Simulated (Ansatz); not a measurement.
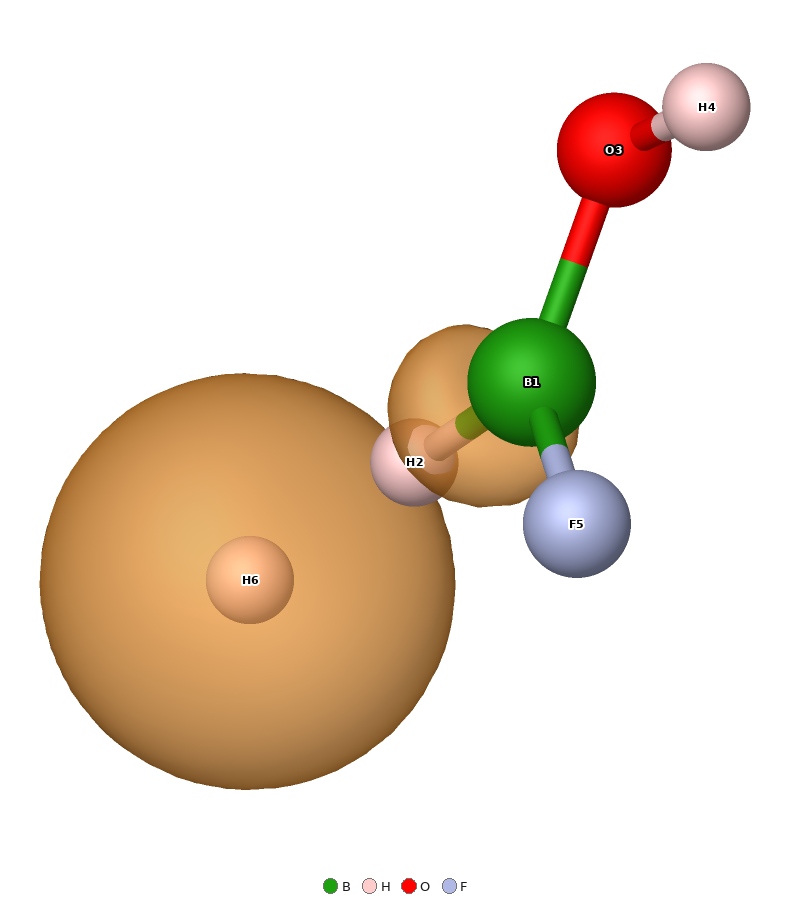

The picture shows: BFH₂O···H (doublet). Isosurfaces of the spin density (α minus β) at +0.03 (orange) and −0.03 e/Å³ (purple), seen at an oblique angle.

Method: UKS LDA/6-31G* in Ansatz.

```json
{"atom": "B", "x (Å)": "0.1070", "y (Å)": "-0.1706", "z (Å)": "0.0411"}
{"atom": "H", "x (Å)": "-0.0062", "y (Å)": "-0.0049", "z (Å)": "1.2414"}
{"atom": "O", "x (Å)": "1.3230", "y (Å)": "-0.4225", "z (Å)": "-0.4717"}
{"atom": "H", "x (Å)": "1.2869", "y (Å)": "-0.5349", "z (Å)": "-1.4464"}
{"atom": "F", "x (Å)": "-0.9614", "y (Å)": "-0.1000", "z (Å)": "-0.7440"}
{"atom": "H", "x (Å)": "-0.1505", "y (Å)": "0.2810", "z (Å)": "2.9946"}
```

Question: Where is the unpaired spin?

Answer: The unpaired spin (1 electron) lies mostly on H6 (about 0.9), in electrons by Hirshfeld's partition. Only one sign reaches the isovalue.
